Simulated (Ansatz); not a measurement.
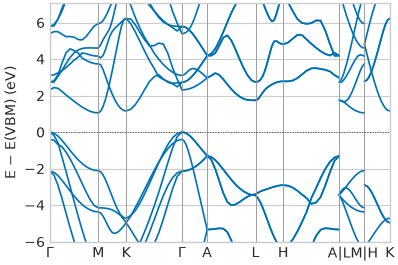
Fig. 1. Band structure from LDA in the plane-wave PAW code Ansatz

Task: Read off the gap and where the band edges lie.

Result: About 1.1 eV (1.05 eV by a search for the band edges); maximum at Γ, minimum at M.

The material is BAs (wurtzite, P6_3mc).

The workflow started from a Materials Project entry (that database holds measured and hypothetical structures alike); the Crystallography Open Database copy checked does not list it. It is not the phase usual at ambient conditions (space group No. 216). The cell was relaxed with LDA under the symmetry of its start; phonons on a q-mesh show no instability. Spin–orbit coupling is left out wherever it is not named.

Potentials: the later of the program's two PAW sets.
